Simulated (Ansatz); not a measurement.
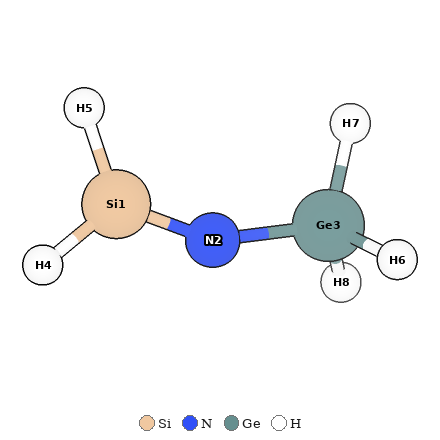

The system is GeH5NSi, SMILES [SiH2]=[N][GeH3]; the picture shows the reference structure. First axis: umbrella angle at Si1 (between each of its bonds and their common axis; 90 is planar). Second axis: change of the bonds Si1–N2, Si1–H4, Si1–H5, all alike. Nothing is relaxed (all other coordinates rigid). The scan uses a 15 × 15 grid. Points are written as (first, second). Energies are in kJ/mol, from the lowest grid point. Method: RHF/def2-TZVP (Ansatz).

Its coordinates:

```xyz
8

Si   -0.9788    1.2556   -0.8563
N    -0.5156    0.0683    0.0227
Ge    0.7289   -1.0304    0.7139
H    -2.3847    1.6625   -0.9714
H    -0.1233    2.1275   -1.6805
H     0.7079   -0.9248    2.2489
H     2.1496   -0.6789    0.2200
H     0.4160   -2.4798    0.3026
```

Range: umbrella angle at Si1 (between each of its bonds and their common axis; 90 is planar) from 66.0 to 114.0°; change of the bonds Si1–N2, Si1–H4, Si1–H5, all alike from −0.165 to 0.254 Å.

Q: Predict the map.

A: The lowest grid point is at (90.0°, 0.015 Å). It is the only kind of minimum in the scanned range. The highest grid point, (66.0°, −0.165 Å), lies 372 kJ/mol above the lowest. Round the minimum the two coordinates are nearly uncoupled.

| second ↓, first → | 66.0 | 69.4 | 72.9 | 76.3 | 79.7 | 83.1 | 86.6 | 90.0 | 93.4 | 96.9 | 100.3 | 103.7 | 107.1 | 110.6 | 114.0 |
| --- | --- | --- | --- | --- | --- | --- | --- | --- | --- | --- | --- | --- | --- | --- | --- |
| 0.254 | 311 | 289 | 268 | 252 | 238 | 228 | 222 | 220 | 222 | 228 | 238 | 252 | 268 | 289 | 311 |
| 0.224 | 278 | 254 | 231 | 213 | 198 | 187 | 180 | 178 | 180 | 187 | 198 | 213 | 231 | 254 | 278 |
| 0.195 | 249 | 222 | 198 | 178 | 162 | 150 | 143 | 140 | 143 | 150 | 162 | 178 | 198 | 222 | 249 |
| 0.165 | 221 | 192 | 166 | 144 | 127 | 115 | 107 | 105 | 107 | 115 | 127 | 144 | 166 | 192 | 221 |
| 0.135 | 197 | 166 | 138 | 115 | 97 | 84 | 76 | 73 | 76 | 84 | 97 | 115 | 138 | 166 | 197 |
| 0.105 | 178 | 144 | 114 | 90 | 71 | 57 | 49 | 46 | 49 | 57 | 71 | 90 | 114 | 144 | 178 |
| 0.075 | 163 | 128 | 96 | 71 | 51 | 36 | 27 | 24 | 27 | 36 | 51 | 71 | 96 | 128 | 163 |
| 0.045 | 155 | 118 | 84 | 57 | 36 | 21 | 11 | 8 | 11 | 21 | 36 | 57 | 84 | 118 | 155 |
| 0.015 | 154 | 114 | 79 | 51 | 29 | 13 | 3 | 0 | 3 | 13 | 29 | 51 | 79 | 114 | 154 |
| −0.015 | 161 | 120 | 83 | 54 | 30 | 14 | 3 | 0 | 3 | 14 | 30 | 54 | 83 | 120 | 161 |
| −0.045 | 178 | 134 | 96 | 65 | 41 | 24 | 13 | 10 | 13 | 24 | 41 | 65 | 96 | 134 | 178 |
| −0.075 | 205 | 160 | 120 | 88 | 63 | 45 | 34 | 31 | 34 | 45 | 63 | 88 | 120 | 160 | 205 |
| −0.105 | 246 | 198 | 157 | 124 | 98 | 79 | 68 | 64 | 68 | 79 | 98 | 124 | 157 | 198 | 246 |
| −0.135 | 301 | 251 | 208 | 174 | 147 | 128 | 116 | 112 | 116 | 128 | 147 | 174 | 208 | 251 | 301 |
| −0.165 | 372 | 321 | 276 | 241 | 213 | 193 | 181 | 177 | 181 | 193 | 213 | 241 | 276 | 321 | 372 |

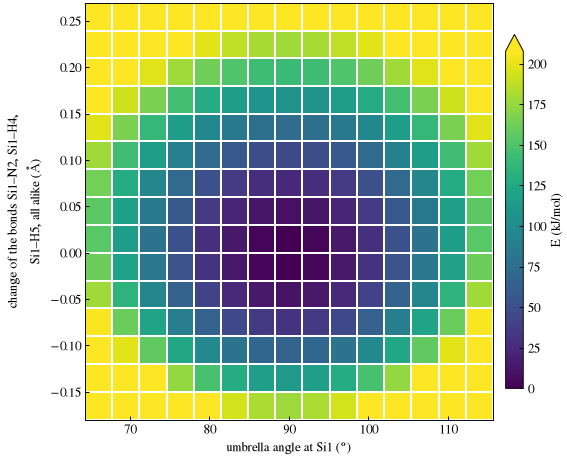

In the figure: one coloured cell a grid point, one colour for all values above the top of the scale.

Each point was launched as `ansatz run input.yaml --threads 1 --pin off --max-ram 2560MiB --backend cpu --events-out ev --progress --plain --runs-dir out`. Time for the 225 points that were run: 32 min on 1 thread of Arm Neoverse N1, with other jobs on the host.
